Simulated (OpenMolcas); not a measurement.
**How methods differ on SiNH3 (SMILES N[SiH])**

SiNH3 has 5 atoms, charge 0, and is taken as a singlet. SMILES: `N[SiH]`. The shape is that of a GFN2-xTB optimisation. This is one conformer, not always the lowest.

Each level gives the vertical ionisation energy (to the doublet cation) (eV). The values are calculated.

| level | kind | program | value (eV) | less FCI/STO-3G | CPU time (all runs) |
| --- | --- | --- | --- | --- | --- |
| HF/STO-3G | Hartree–Fock | OpenMolcas | 5.31 | +0.35 | 2.8 s |
| SVWN5/STO-3G | LDA | OpenMolcas | 5.99 | +1.03 | 7.5 s |
| PBE/STO-3G | GGA | OpenMolcas | 6.03 | +1.07 | 9.3 s |
| r2SCAN/STO-3G | meta-GGA | OpenMolcas | 6.03 | +1.07 | 12 s |
| B3LYP/STO-3G | global hybrid | OpenMolcas | 6.25 | +1.29 | 10 s |
| M06-2X/STO-3G | hybrid meta-GGA | OpenMolcas | 6.18 | +1.22 | 12 s |
| CCSD(T)/STO-3G, open shells restricted | coupled cluster or CI | OpenMolcas | 4.97 | +0.01 | 4 s |
| FCI/STO-3G, open shells restricted | exact in the basis | OpenMolcas | 4.96 | 0.00 | 25 s |

FCI/STO-3G, open shells restricted is exact within its basis and frozen core, so for wave-function methods in that basis the difference is their error; functionals converge differently with the basis, so for them it is only a difference. The values span 4.96 to 6.25 eV. All rows use very small basis sets, so even the best lies far from the true value. Times are those of the runs behind each value, whatever else they computed, on shared processors of several kinds: orders of magnitude only.

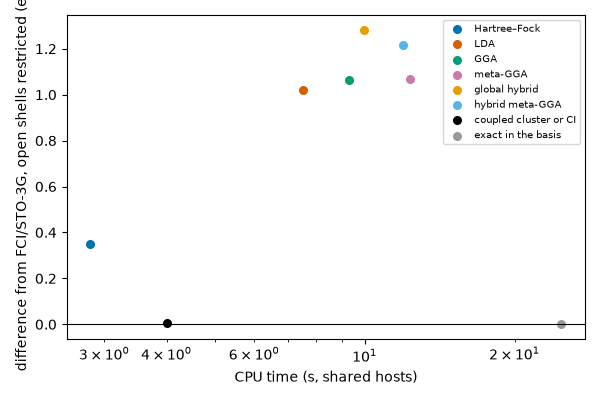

Difference from FCI/STO-3G, open shells restricted against processor time, one point a level.
